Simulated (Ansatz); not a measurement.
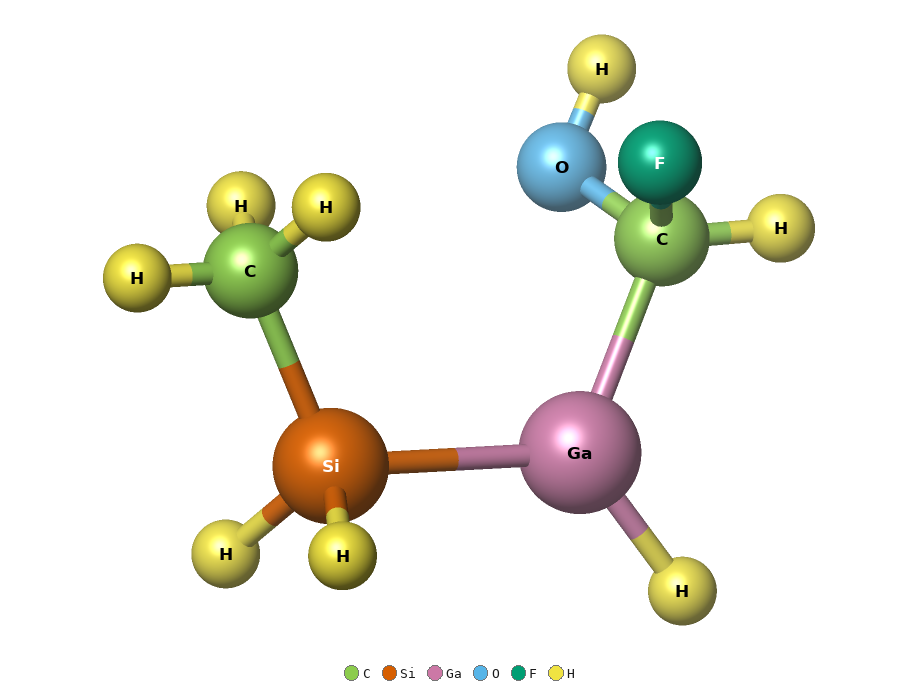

A ball-and-stick model of a molecule.

Computed geometry: PBE0-D4/def2-TZVP optimisation.

Identify the structure.

It has 14 atoms: 2 carbon, 8 hydrogen, 1 fluorine, 1 gallium, 1 oxygen and 1 silicon (C2H8FGaOSi). As SMILES it reads `C[SiH2][GaH][C@@H](O)F`. Among its groups: alcohol, C–F bond, Si–H bond. This geometry has C1 symmetry. Coordination: 2 C tetrahedral; 1 Si tetrahedral; 1 Ga trigonal planar; 1 O bent.

More results for the same structure follow; atom numbers are the same in all pictures, views and colours differ.

### Electronic properties

Level of theory: RKS r2SCAN-D4/def2-TZVPP (Ansatz 0.2.0).

Question: What is the LUMO energy (Kohn–Sham orbital)?

Answer: −2.45 eV.

Question: Estimate the HOMO energy (Kohn–Sham orbital).

Answer: −6.14 eV.

Question: Estimate the dispersion correction.

Answer: −7.9 kJ/mol.

Question: What is the vertical ionisation energy?

Answer: 8.75 eV.

### Charges

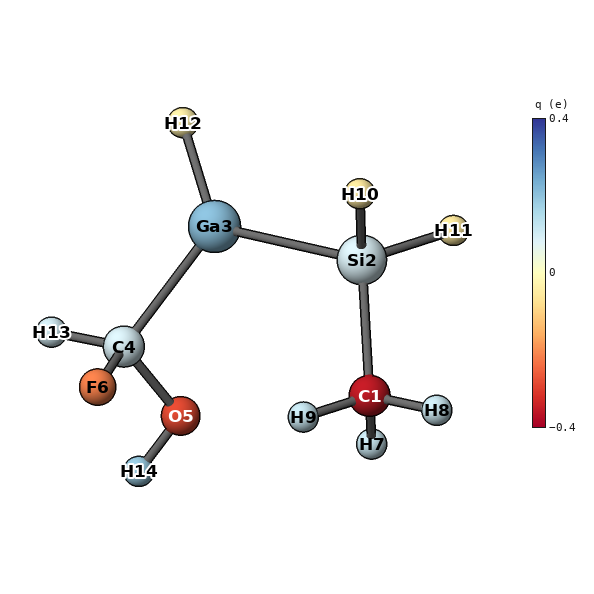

Atoms are coloured by their Mulliken charges. Method: RKS PBE-D4/def2-TZVPP (Ansatz 0.2.0).

List the Mulliken charges.

```tsv
atom	value (e)
C1	−0.35
Si2	0.09
Ga3	0.21
C4	0.09
O5	−0.28
F6	−0.21
H7	0.11
H8	0.11
H9	0.11
H10	−0.05
H11	−0.06
H12	−0.04
H13	0.10
H14	0.18
```

### Dipole moment

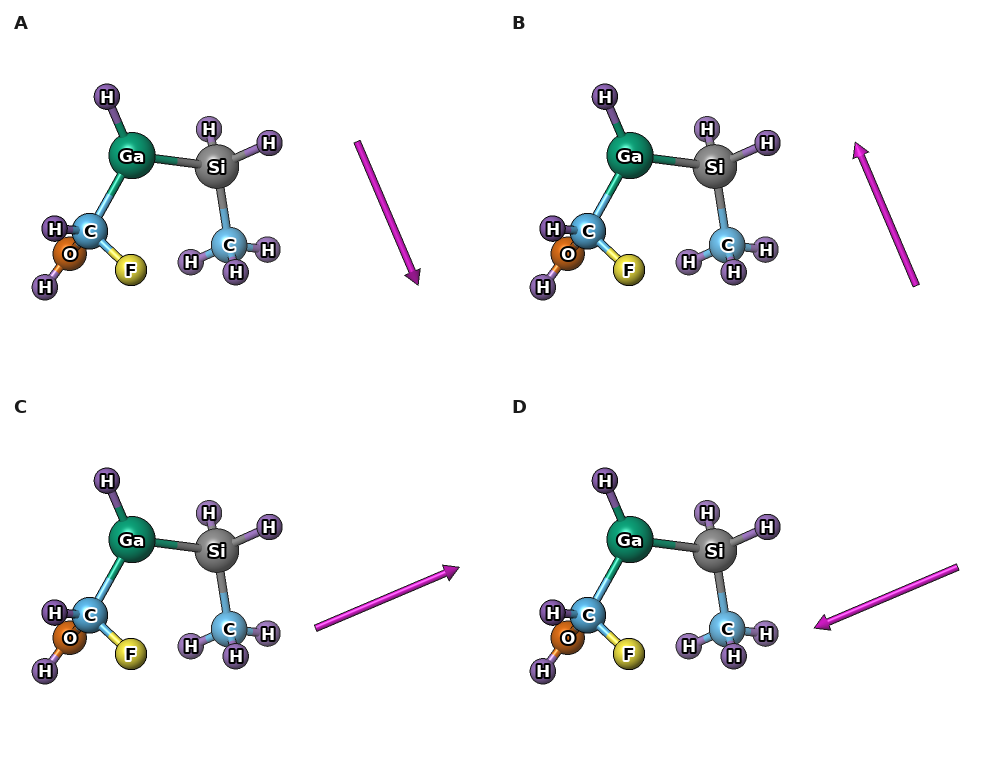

The same molecule four times, each with an arrow. Level of theory: RKS PBE0-D4/def2-TZVP (Ansatz 0.2.0).

Question: Which arrow points along the dipole moment, from the negative to the positive end?

Answer: D. The dipole moment is 1.57 D.

Mulliken values depend strongly on the basis set and can even reverse the polarity of a bond.
